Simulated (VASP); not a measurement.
Band structure of Ho (hcp). Calculation: optB88-vdW, VASP's PBE PAW potentials (set 64) (plane waves; VASP 6.6.1).

The 4f electrons are frozen in the core of the lanthanide potential, so 4f levels, which can set the real gap, and their magnetism are missing.

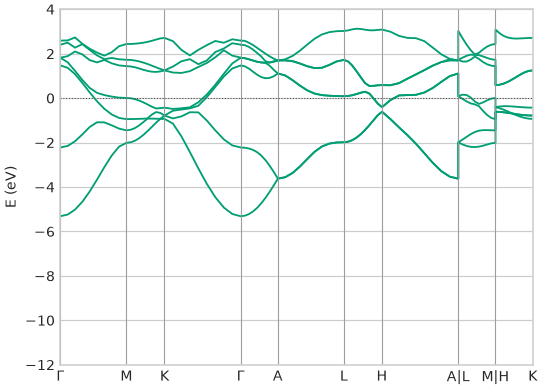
*Bands along high-symmetry lines, zero at the valence-band maximum or, without a gap, the Fermi level*

**Question.** Read the plot: is there a gap, and where are the band edges?

**Answer.** It has no gap at this level: it comes out as a metal or semimetal. (Edges off the drawn lines would not show.)

The compound is Ho in the hcp structure. It was relaxed first.
